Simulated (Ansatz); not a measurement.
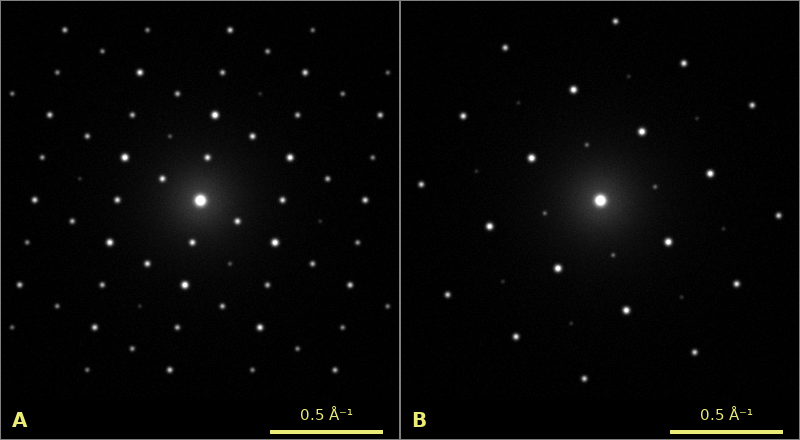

Kinematic electron diffraction patterns (200 kV, B = 0.5 Å², same scale, each along a low-index zone) of two structures of composition BeTl2, each relaxed at zero pressure with DFT PBE, scalar-relativistic, plane waves, PAW (Ansatz 0.2.0).

The structures (standard cells):
1. Fd-3m (No. 227), a = 8.921 Å, 24 atoms; generated start, possibly hypothetical
2. Pn-3m (No. 224), a = 5.541 Å, 6 atoms; generated start, possibly hypothetical

Question: Which pattern belongs to which structure, and along which zone?

Answer: A is structure 1 along [110] or an equivalent direction: centred rectangular net of -1 1 -1 at d = 5.15 Å and -1 1 1 at d = 5.15 Å, 70.5° apart (some points of this net are extinct or too weak to see). B is structure 2 along [001] or an equivalent direction: square net of 1 -1 0 (weak) at d = 3.92 Å and 1 1 0 (weak) at d = 3.92 Å, 90.0° apart (some points of this net are extinct or too weak to see).

Question: Which structure lies lowest at this level of theory, and by how much?

Answer: Structure 2 (Pn-3m, 28.35 Å³ an atom) is the lowest of these; structure 1 (Fd-3m, 29.58 Å³ an atom) lies about 500 meV an atom higher. These are static energies at 0 K; other structures, not shown, may lie lower still.
